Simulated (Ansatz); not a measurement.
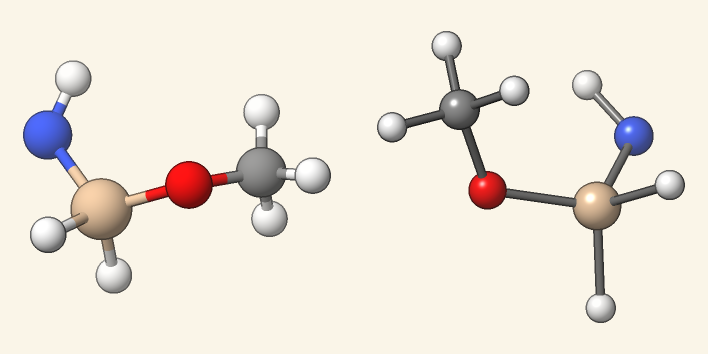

Both panels show the same species. Colours: carbon grey, oxygen red, silicon light orange, nitrogen blue, hydrogen white.

Charge 0, doublet.

Identify the structure.

It has 10 atoms: 1 carbon, 6 hydrogen, 1 nitrogen, 1 oxygen and 1 silicon (CH₆NOSi). Its SMILES string is `CO[SiH2][NH]`. It has no ring. Among its groups: Si–H bond, Si–O bond, Si–N bond. The point group is C1. It is an open-shell species. Coordination: 1 C tetrahedral; 1 O bent; 1 Si tetrahedral; 1 N bent.

The parts below concern this one geometry. Atoms keep their numbers from picture to picture. The geometry was computed by an optimisation with PBE0-D4/def2-TZVP.

Electronic properties

Method: UKS revPBE-D4/def2-TZVPP (Ansatz 0.2.0).

Estimate the HOMO energy (Kohn–Sham orbital).

−6.26 eV.

Give the ⟨S²⟩ of the determinant at this level.

0.753.

Estimate the dispersion correction.

−52.7 kJ/mol.

Vibrations

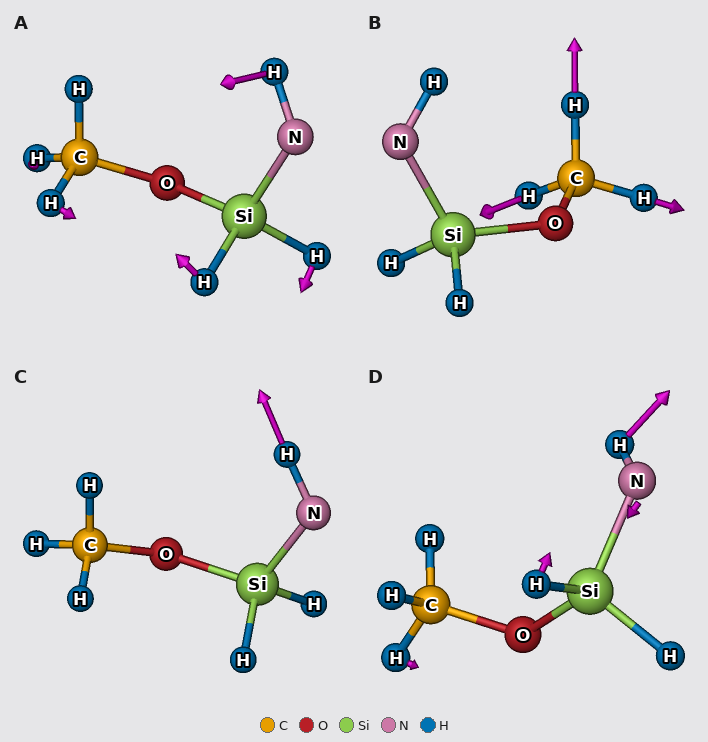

4 normal modes of one molecule or complex, as arrows. Harmonic vibrations computed with UKS PBE0-D4/def2-TZVP (Ansatz 0.2.0) at a stationary point of the same level.

Match the panels to the wavenumbers 233 cm⁻¹, 672 cm⁻¹, 3013 cm⁻¹, 3515 cm⁻¹.

A: 233 cm⁻¹, a torsion or out-of-plane motion in which bond lengths and bond angles hardly change
B: 3013 cm⁻¹, in-phase stretching of 3 C–H bonds
C: 3515 cm⁻¹, N–H stretching
D: 672 cm⁻¹

Dipole moment

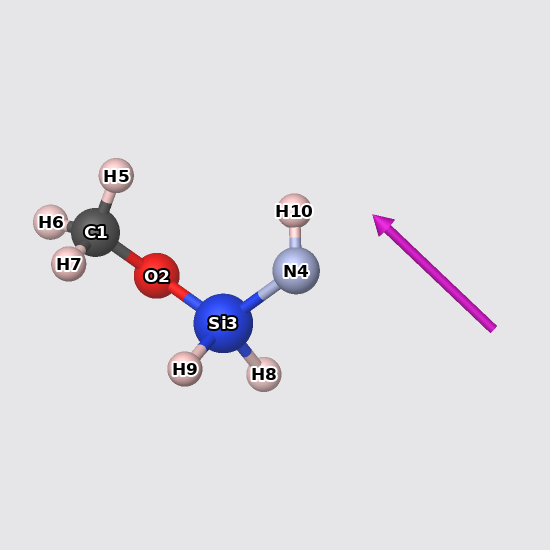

The arrow beside the molecule shows the direction of the dipole moment, from the negative to the positive end (its length means nothing). Level of theory: UKS PBE0-D4/def2-TZVP (Ansatz 0.2.0).

Estimate the dipole moment.

2.10 D; it points from the side of H8 to the side of H6 (the outermost atoms at the two ends).
